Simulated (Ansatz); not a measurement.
# KZnBrF2: complex band structure, part 2 of 3

Aim: relax a made-up compound, KZnBrF2, and see how good a tunnel barrier it would be. It is built by putting Br for part of the F in the KZnF3 structure of space group Pm-3m, with the volume rescaled by atomic radii. The parent structure comes from the Materials Project.

Ansatz 0.2.0; PBEsol DFT, plane waves, PAW files (the session's first sound run).

So far. Step 2 (Cell and atoms at rest): The largest force component on a free atom ends at 3.7e-30 eV/Å.

The structure was built from a prototype and need not be the compound's stable phase.

## Step 3: The bulk crystal and its band edges

The energy window and the wavevectors of the next steps follow from the band edges, so these are searched first, off the mesh as well.

input.yaml

```yaml
crystal:
  lattice:
    - [4.221236474, 0.0, 0.0]
    - [0.0, 5.0323673418, 0.0]
    - [0.0, 0.0, 4.221236474]
  atoms:
    - { symbol: K, position: [0.0, 0.0, 0.0] }
    - { symbol: Zn, position: [0.5, 0.5, 0.5] }
    - { symbol: F, position: [0.0, 0.5, 0.5] }
    - { symbol: Br, position: [0.5, 0.0, 0.5] }
    - { symbol: F, position: [0.5, 0.5, 0.0] }
kpoints:
  mp_grid: { grid: [6, 6, 6] }
  band_path: { path: [VBM, CBM], npoints: 30 }
scf:
  occupations: { method: fixed }
hamiltonian:
  xc: pbesol
output:
  eigenvalues: true
  write_potential: true
  write_density: true
  volumetric_format: npy
```

On the command line:

```bash
> ansatz run input.yaml --threads 2 --pin off --max-ram 4096MiB --backend cpu --events-out ev --progress --plain --runs-dir out
```

Numbers of over 12 decimals in the logs are rounded to 6 here.

The program printed:

```text
[...]
Crystal: 5 atoms, lattice volume = 89.671 Å³
Basis set: ecut = 420 eV, 1709 PW (Γ)
Bands: 26, of which v1, the nominal top of the filled ones, is band 21 counted from 1 (20 counted from 0)
Symmetry: 16 space group operations
[...]
k-points: 40 of 216
[...]
SCF iter   1: F=—  HF=-9138.458884 eV  |F-HF|=—  |Δ(HF+E_count)|=         —  Δρ=1.10e-2  dr2=7.21e-2  ethr=1.77e-3  ⟨swp⟩=5.0  Hψ=4494  notcnv=0  defer=107
[...]
SCF iter   7: F=-9138.439198 eV  HF=-9138.439198 eV  |F-HF|=9.61e-9  |Δ(HF+E_count)|=   1.62e-6  Δρ=6.43e-6  dr2=4.47e-8  ethr=2.38e-10  ⟨swp⟩=9.3  Hψ=4952  notcnv=0
SCF 1 converged in 7 iterations: F = -9138.439198 eV  dr2 = 4.47e-8
[...]
NSCF: frozen V_eff on 40 k-points
[...]
SCF converged after 7 iterations
Free energy (F): -9138.439198 eV
[...]
Internal energy: -9138.439198 eV  (E = F + TS)
E sigma→0 (E₀):  -9138.439198 eV
Fermi energy:    3.505038 eV
[...]
--- Band table (eV; the first three rows and the last of 40) ---
  k-point 0: bands = [... 17 lower, 2.0476, 2.6928, 2.9336, 2.9336, 5.9350, 9.6726, 10.1564, 12.2636, ... 1 higher]
  k-point 1: bands = [... 17 lower, 2.0464, 2.5588, 2.6280, 2.8220, 6.4503, 10.1404, 10.7470, 12.6515, ... 1 higher]
  k-point 2: bands = [... 17 lower, 2.0428, 2.0442, 2.4883, 2.6154, 7.5578, 11.2342, 11.5874, 12.9903, ... 1 higher]
  k-point 39: bands = [... 17 lower, 2.9707, 2.9780, 2.9780, 3.5050, 9.8373, 9.8373, 11.2139, 12.0240, ... 1 higher]
```

The job ended after 6 s (2 threads of Arm Neoverse V2, shared host; peak memory 0.38 GiB; 12 s of CPU time).

This step gave:

| Item | Value |
| --- | --- |
| Fermi energy | 3.505 eV |
| gap on the k-mesh | 2.430 eV |
| gap on path | 2.430 eV, by band count; negative where bands overlap |
| direct gap on path | 3.001 eV |
| edge places on path | 0, 1.224 1/A along the path |

The electronic bands at the labelled points (eV, zero at the Fermi level (highest filled level under fixed occupations); v1 is the highest filled band, c1 the lowest empty one):

| point | v4 | v3 | v2 | v1 | c1 | c2 | c3 |
| --- | --- | --- | --- | --- | --- | --- | --- |
| VBM | -0.53 | -0.53 | -0.53 | 0.00 | 6.33 | 6.33 | 7.71 |
| CBM | -1.46 | -0.81 | -0.57 | -0.57 | 2.43 | 6.17 | 6.65 |

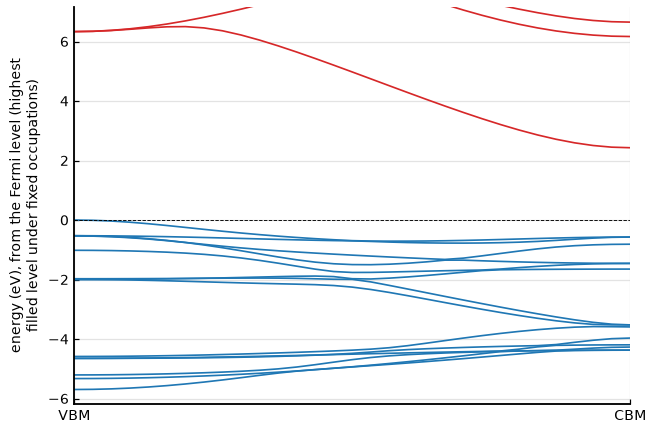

Electronic bands along the path; lines of filled and empty bands in two colours.

The searched edges give 2.43 eV, as on the mesh.

## Step 4: Decaying states in the gap

This step: PBEsol DFT, plane waves, PAW files; complex bands by layer matching along the plane's normal (Ansatz 0.2.0).

The same crystal is laid in a cell whose first two vectors span the (110) plane (indices of the standard conventional cell, whose axes can be ordered otherwise than in the bulk input). At fixed energy and wavevector in the plane the solver finds all kz, real and complex. A few wavevectors are listed, (0, 0), (0, -0.5) and (0.5, 0) in units of the plane's reciprocal vectors; the slowest state needn't be among them.

input.yaml

```yaml
crystal:
  lattice:
    - [5.969729872, 0.0, 0.0]
    - [0.0, 5.032367342, 0.0]
    - [2.984864936, 0.0, 2.984864936]
  atoms:
    - { symbol: K, position: [0.0, 0.0, 0.0] }
    - { symbol: Zn, position: [0.5, 0.5, 0.0] }
    - { symbol: F, position: [0.5, 0.5, 0.5] }
    - { symbol: Br, position: [0.5, 0.0, 0.0] }
    - { symbol: F, position: [0.0, 0.5, 0.5] }
kpoints:
  mp_grid: { grid: [8, 6, 8] }
scf:
  occupations: { method: fixed }
hamiltonian:
  xc: pbesol
output:
  eigenvalues: true
  transmission:
    leads: [[0, 0]]
    kpoints: [[0.0, 0.0], [0.0, -0.5], [0.5, 0.0]]
    e_range: [-1.0, 3.43]
    de: 0.11
```

The program printed:

```text
[...]
Crystal: 5 atoms, lattice volume = 89.671 Å³
Basis set: ecut = 420 eV, 1709 PW (Γ)
Bands: 26, of which v1, the nominal top of the filled ones, is band 21 counted from 1 (20 counted from 0)
Symmetry: 16 space group operations
[...]
k-points: 60 of 384
[...]
SCF iter   1: F=—  HF=-9138.458919 eV  |F-HF|=—  |Δ(HF+E_count)|=         —  Δρ=1.10e-2  dr2=7.20e-2  ethr=1.77e-3  ⟨swp⟩=4.9  Hψ=6745  notcnv=0  defer=160
[...]
SCF iter   7: F=-9138.439244 eV  HF=-9138.439244 eV  |F-HF|=1.24e-8  |Δ(HF+E_count)|=   6.04e-7  Δρ=9.42e-6  dr2=6.88e-8  ethr=2.38e-10  ⟨swp⟩=9.2  Hψ=7189  notcnv=0
SCF 1 converged in 7 iterations: F = -9138.439244 eV  dr2 = 6.88e-8
[...]
transmission: 6 of 18 steps passed
transmission: 12 of 18 steps passed
transmission: 18 of 18 steps passed
SCF converged after 7 iterations
Free energy (F): -9138.439244 eV
[...]
Internal energy: -9138.439244 eV  (E = F + TS)
E sigma→0 (E₀):  -9138.439244 eV
Fermi energy:    3.505018 eV
[...]
--- Band table (eV; the first three rows and the last of 60) ---
  k-point 0: bands = [... 17 lower, 2.0477, 2.6928, 2.9336, 2.9336, 5.9350, 9.6727, 10.1564, 12.2636, ... 1 higher]
  k-point 1: bands = [... 17 lower, 2.1264, 2.5216, 2.6154, 2.8307, 6.5030, 10.2550, 10.7005, 12.5112, ... 1 higher]
  k-point 2: bands = [... 17 lower, 2.0637, 2.3129, 2.3930, 2.6693, 7.7475, 11.4749, 11.7847, 12.2855, ... 1 higher]
  k-point 59: bands = [... 17 lower, 2.0217, 2.4481, 2.6752, 3.3070, 10.6795, 11.1377, 11.5965, 12.7552, ... 1 higher]
--- Transmission ---
  basis      : 263 plane waves across, 6 finite elements along
  points     : 3, as listed
  energies   : 41 from -1.000000 to 3.400000 eV about the Fermi level, 0.110000 eV apart; the leads are filled to 1.215001 eV, and channels, transmission and decay are at 1.200000 eV
  crystal 0  : K1Zn1Br1F2, at the sites [0, 0], period 2.9849 Å: whole cells are its period
    offset         : up to 0.0000 Å between an atom of the period and one for which it stands
    channels       : 0.000000e0 a spin
    conductance    : none, the energies end too early or step too widely for 300 K: set another output.transmission.e_range or a lower de, or, where they end at an eighth of basis.ecutwfc, a higher one
    slowest decay  : 0.2963 /Å at (0.0000, 0.0000)
```

Run time: 48 s. Hardware: 2 threads; peak memory 0.67 GiB; 78 s of CPU time.

This step gave:

```yaml
level_to_which_the_leads_are_filled: 1.215 eV from the Fermi level
decay_constant_at_the_filling_level_zone_centre: 0.2963 Å⁻¹
decay_constant_at_the_filling_level_slowest_listed_point: 0.2963 Å⁻¹
```

K parallel (0, 0); values up to 1.5 1/Å, a degenerate pair printed once or twice; energies at which all values exceed this have no row. The Im kz of the slowest decaying states by energy, zero at the highest filled level on the SCF mesh:

| energy (eV) | decay 1 (Å⁻¹) | decay 2 (Å⁻¹) | decay 3 (Å⁻¹) | decay 4 (Å⁻¹) |
| --- | --- | --- | --- | --- |
| -1.000 | 0.129 | 0.180 | 0.259 | 0.310 |
| -0.450 | 0.121 | 0.150 | 0.248 | 0.372 |
| -0.010 | 0.234 | 0.331 | 0.400 | 0.418 |
| 0.540 | 0.290 | 0.402 | 0.434 | 0.454 |
| 0.980 | 0.302 | 0.398 | 0.473 | 0.488 |
| 1.530 | 0.273 | 0.397 | 0.488 | 0.536 |
| 1.970 | 0.210 | 0.398 | 0.495 | 0.562 |
| 2.520 | 0.398 | 0.499 | 0.548 | 0.588 |
| 2.960 | 0.394 | 0.498 | 0.529 | 0.602 |

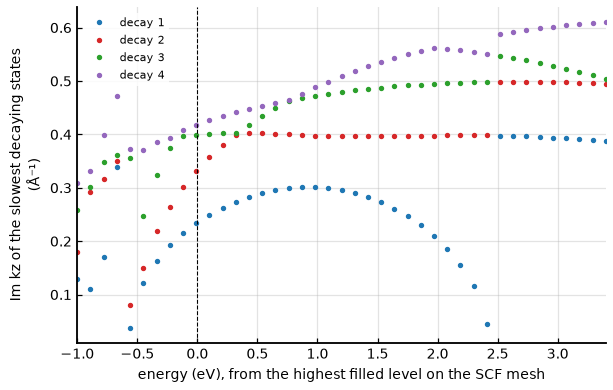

Im kz of the slowest decaying states, plotted against energy.

K parallel (0, -0.5); values up to 1.5 1/Å, a degenerate pair printed once or twice; energies at which all values exceed this have no row. The Im kz of the slowest decaying states by energy, zero at the highest filled level on the SCF mesh:

| energy (eV) | decay 1 (Å⁻¹) | decay 2 (Å⁻¹) | decay 3 (Å⁻¹) | decay 4 (Å⁻¹) |
| --- | --- | --- | --- | --- |
| -1.000 | 0.0984 | 0.532 | 0.589 | 0.600 |
| -0.450 | 0.127 | 0.141 | 0.172 | 0.534 |
| -0.010 | 0.283 | 0.294 | 0.315 | 0.718 |
| 0.540 | 0.345 | 0.393 | 0.395 | 0.397 |
| 0.980 | 0.374 | 0.430 | 0.442 | 0.496 |
| 1.530 | 0.396 | 0.457 | 0.484 | 0.559 |
| 1.970 | 0.405 | 0.469 | 0.506 | 0.582 |
| 2.520 | 0.410 | 0.478 | 0.521 | 0.589 |
| 2.960 | 0.410 | 0.480 | 0.524 | 0.583 |

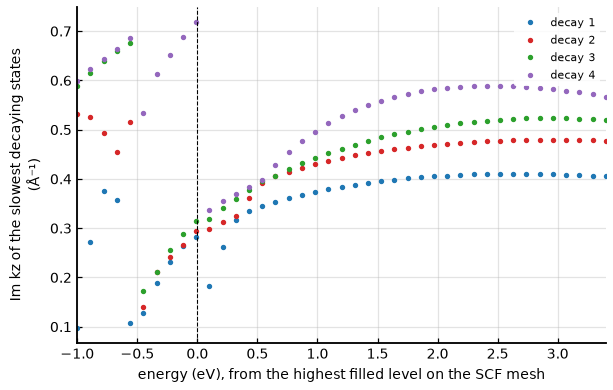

Im kz of the slowest decaying states against energy.

K parallel (0.5, 0); values up to 1.5 1/Å, a degenerate pair printed once or twice; energies at which all values exceed this have no row. The Im kz of the slowest decaying states by energy, zero at the highest filled level on the SCF mesh:

| energy (eV) | decay 1 (Å⁻¹) | decay 2 (Å⁻¹) | decay 3 (Å⁻¹) | decay 4 (Å⁻¹) |
| --- | --- | --- | --- | --- |
| -1.0000 | 0.121 | 0.225 | 0.442 | 0.544 |
| -0.7800 | 0.159 | 0.299 | 0.561 | 0.805 |
| -0.4500 | 0.317 | 0.362 | 0.657 | 0.863 |
| -0.2300 | 0.359 | 0.390 | 0.694 | 0.883 |
| -0.0100 | 0.388 | 0.412 | 0.719 | 0.902 |
| 0.2100 | 0.409 | 0.429 | 0.738 | 0.918 |
| 0.5400 | 0.433 | 0.449 | 0.756 | 0.940 |
| 0.7600 | 0.445 | 0.459 | 0.764 | 0.952 |
| 0.9800 | 0.454 | 0.466 | 0.769 | 0.963 |
| 1.2000 | 0.461 | 0.471 | 0.772 | 0.973 |
| 1.5300 | 0.468 | 0.476 | 0.773 | 0.986 |
| 1.7500 | 0.468 | 0.479 | 0.771 | 0.994 |
| 1.9700 | 0.465 | 0.481 | 0.768 | 1.00 |
| 2.3000 | 0.456 | 0.483 | 0.762 | 0.955 |
| 2.5200 | 0.445 | 0.484 | 0.756 | 0.932 |
| 2.7400 | 0.432 | 0.484 | 0.749 | 0.912 |
| 2.9600 | 0.414 | 0.484 | 0.741 | 0.894 |
| 3.2900 | 0.379 | 0.482 | 0.727 | 0.868 |

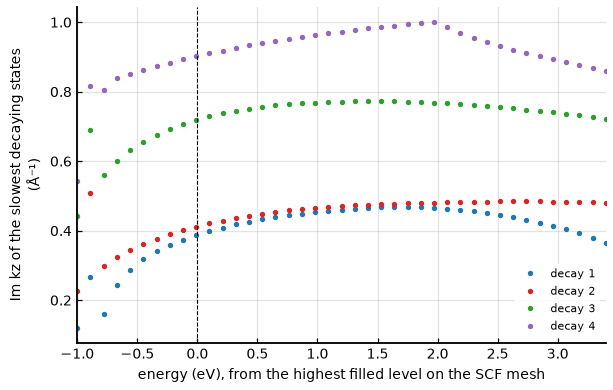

Im kz of the slowest decaying states, plotted against energy.

At the listed wavevectors the last open channel is at -0.01 eV and the next at +2.52 eV on the grid. At +1.20 eV, the grid energy nearest the filling level (the middle of the gap on the SCF mesh), the slowest state at the listed wavevectors decays with κ = 0.296 Å⁻¹, its amplitude falling by e over 3.4 Å. Through 1 nm of this crystal that state's transmission falls by exp(−2 × 0.296 Å⁻¹ × 10 Å) = 0.0027.

## Step 5: Decay over the two-dimensional zone

The listed points could miss the slowest state, so one energy near mid-gap is solved on a mesh of 10×10.

Edit input.yaml of step 4 so:

```diff
@@ -19,6 +19,2 @@
   eigenvalues: true
-  transmission:
-    leads: [[0, 0]]
-    kpoints: [[0.0, 0.0], [0.0, -0.5], [0.5, 0.0]]
-    e_range: [-1.0, 3.43]
-    de: 0.11
+  transmission: { leads: [[0, 0]], kmesh: [10, 10], e_range: [1.21, 1.22], de: 0.05 }
```

The program printed:

```text
[...]
Crystal: 5 atoms, lattice volume = 89.671 Å³
Basis set: ecut = 420 eV, 1709 PW (Γ)
Bands: 26, of which v1, the nominal top of the filled ones, is band 21 counted from 1 (20 counted from 0)
Symmetry: 16 space group operations
[...]
k-points: 60 of 384
[...]
SCF iter   1: F=—  HF=-9138.458919 eV  |F-HF|=—  |Δ(HF+E_count)|=         —  Δρ=1.10e-2  dr2=7.20e-2  ethr=1.77e-3  ⟨swp⟩=4.9  Hψ=6745  notcnv=0  defer=160
[...]
SCF iter   7: F=-9138.439244 eV  HF=-9138.439244 eV  |F-HF|=1.24e-8  |Δ(HF+E_count)|=   6.04e-7  Δρ=9.42e-6  dr2=6.88e-8  ethr=2.38e-10  ⟨swp⟩=9.2  Hψ=7189  notcnv=0
SCF 1 converged in 7 iterations: F = -9138.439244 eV  dr2 = 6.88e-8
[...]
transmission: 30 of 180 steps passed
transmission: 45 of 180 steps passed
[...]
transmission: 180 of 180 steps passed
SCF converged after 7 iterations
Free energy (F): -9138.439244 eV
[...]
Internal energy: -9138.439244 eV  (E = F + TS)
E sigma→0 (E₀):  -9138.439244 eV
Fermi energy:    3.505018 eV
[...]
--- Band table (eV; the first three rows and the last of 60) ---
  k-point 0: bands = [... 17 lower, 2.0477, 2.6928, 2.9336, 2.9336, 5.9350, 9.6727, 10.1564, 12.2636, ... 1 higher]
  k-point 1: bands = [... 17 lower, 2.1264, 2.5216, 2.6154, 2.8307, 6.5030, 10.2550, 10.7005, 12.5112, ... 1 higher]
  k-point 2: bands = [... 17 lower, 2.0637, 2.3129, 2.3930, 2.6693, 7.7475, 11.4749, 11.7847, 12.2855, ... 1 higher]
  k-point 59: bands = [... 17 lower, 2.0217, 2.4481, 2.6752, 3.3070, 10.6795, 11.1377, 11.5965, 12.7552, ... 1 higher]
--- Transmission ---
  basis      : 263 plane waves across, 5 finite elements along
  points     : 36, standing for a mesh of 10 x 10
  energies   : 1 from 1.210000 to 1.210000 eV about the Fermi level; the leads are filled to 1.215001 eV, and channels, transmission and decay are at 1.210000 eV
[...]
channels       : 0.000000e0 a spin
    conductance    : none, crystal 0 has no channel at the energies, or these end too early or step too widely for 300 K: set another output.transmission.e_range or a lower de, or, where they end at an eighth of basis.ecutwfc, a higher one
    slowest decay  : 0.2959 /Å at (0.0000, 0.0000)
```

The job ended after 45 s (2 threads; peak memory 0.71 GiB; 83 s of CPU time).

This step gave:

```yaml
least_decay_constant_on_the_mesh: 0.2959 Å⁻¹
```

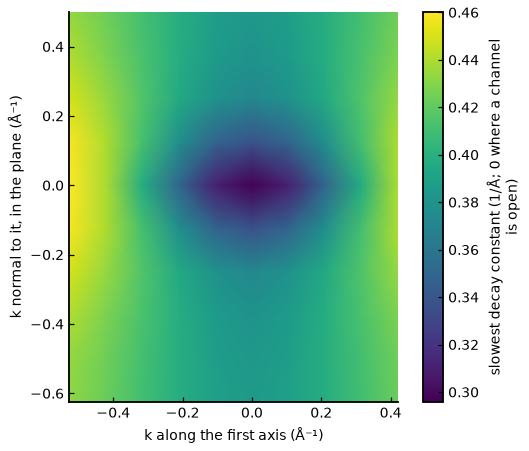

Slowest decay constant (1/Å; 0 where a channel is open) over k1 and k2. At 1.2100 eV from the Fermi level.

The least value on the mesh is 0.296 Å⁻¹ at +1.21 eV. At that energy the listed points give about 0.296 Å⁻¹ by interpolation, so the mesh holds no clearly slower state.

## Step 6: Band edges at another level, cutoff 500 eV

This step: r2SCAN DFT, plane waves, PAW files (Ansatz 0.2.0).

The edges again with r2SCAN, at the same atoms. Against that run the cutoff is 500 eV against 420.

input.yaml

```yaml
crystal:
  lattice:
    - [4.221236474, 0.0, 0.0]
    - [0.0, 5.0323673418, 0.0]
    - [0.0, 0.0, 4.221236474]
  atoms:
    - { symbol: K, position: [0.0, 0.0, 0.0] }
    - { symbol: Zn, position: [0.5, 0.5, 0.5] }
    - { symbol: F, position: [0.0, 0.5, 0.5] }
    - { symbol: Br, position: [0.5, 0.0, 0.5] }
    - { symbol: F, position: [0.5, 0.5, 0.0] }
kpoints:
  mp_grid: { grid: [6, 6, 6] }
  band_path: { path: [VBM, CBM], npoints: 30 }
scf:
  occupations: { method: fixed }
hamiltonian:
  xc: r2scan
output:
  eigenvalues: true
```

The program printed:

```text
[...]
Crystal: 5 atoms, lattice volume = 89.671 Å³
Basis set: ecut = 500 eV, 2259 PW (Γ), exchange–correlation on 128×160×128 points (64 copies of the dense FFT grid, shifted against one another)
Bands: 26, of which v1, the nominal top of the filled ones, is band 21 counted from 1 (20 counted from 0)
Symmetry: 16 space group operations
[...]
k-points: 40 of 216
[...]
SCF iter   1: F=—  HF=-9285.579520 eV  |F-HF|=—  |Δ(HF+E_count)|=         —  Δρ=1.10e-2  dr2=6.28e-2  dr2_τ=5.41e-2  ethr=1.77e-3  ⟨swp⟩=4.8  Hψ=4272  notcnv=0  defer=109
[...]
SCF iter   7: F=-9285.618744 eV  HF=-9285.618744 eV  |F-HF|=1.34e-8  |Δ(HF+E_count)|=   4.26e-8  Δρ=5.13e-6  dr2=1.93e-8  dr2_τ=2.54e-9  ethr=2.38e-10  ⟨swp⟩=8.2  Hψ=4951  notcnv=0
SCF 1 converged in 7 iterations: F = -9285.618744 eV  dr2 = 1.93e-8
[...]
SCF converged after 7 iterations
Free energy (F): -9285.618744 eV
[...]
Internal energy: -9285.618744 eV  (E = F + TS)
E sigma→0 (E₀):  -9285.618744 eV
Fermi energy:    3.181282 eV
[...]
--- Band table (eV; the first three rows and the last of 40) ---
  k-point 0: bands = [... 17 lower, 1.5870, 2.2883, 2.6031, 2.6031, 6.4652, 10.0541, 10.7384, 12.7675, ... 1 higher]
  k-point 1: bands = [... 17 lower, 1.5854, 2.2226, 2.2486, 2.4953, 6.9444, 10.5441, 11.2867, 13.0875, ... 1 higher]
  k-point 2: bands = [... 17 lower, 1.5823, 1.6970, 2.0793, 2.2942, 8.0109, 11.6983, 11.9950, 13.4332, ... 1 higher]
  k-point 39: bands = [... 17 lower, 2.6143, 2.6144, 2.6144, 3.1813, 10.2931, 10.2931, 11.8234, 12.6318, ... 1 higher]
```

The job ended after 13 s (2 threads; peak memory 0.54 GiB; 25 s of CPU time).

This step gave:

```yaml
free_energy: -9285.6187 eV
fermi_energy: 3.181 eV
gap_on_the_k_mesh: 3.284 eV
gap_on_path: 3.284 eV, by band count; negative where bands overlap
direct_gap_on_path: 3.862 eV
```

Electronic bands along the path, in eV, zero at the Fermi level (highest filled level under fixed occupations); v1 is the highest filled band, c1 the lowest empty one:

| point | v4 | v3 | v2 | v1 | c1 | c2 | c3 |
| --- | --- | --- | --- | --- | --- | --- | --- |
| VBM | -0.57 | -0.57 | -0.57 | 0.00 | 7.11 | 7.11 | 8.64 |
| CBM | -1.59 | -0.89 | -0.58 | -0.58 | 3.28 | 6.87 | 7.56 |

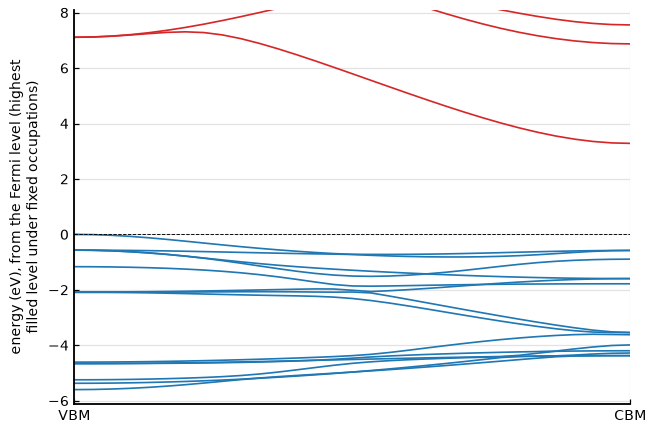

Electronic bands along the path; lines of filled and empty bands in two colours.

The searched edges give 3.28 eV, as on the mesh.

Between step 3 and this run (r2SCAN and cutoff 500 eV) the value for the gap on path moves from 2.43 eV to 3.28 eV.

(Continued in part 3 of 3.)

[Logs are printed without paths, hosts, clocks, repeated set-up lines and the standing remarks that a program may print on its own settings, such as how far it seeks lower states.]

[Hosts, paths, dates, database ids (printed as entryN), source tags and the programs' standing remarks are cut or masked in the printed files.]
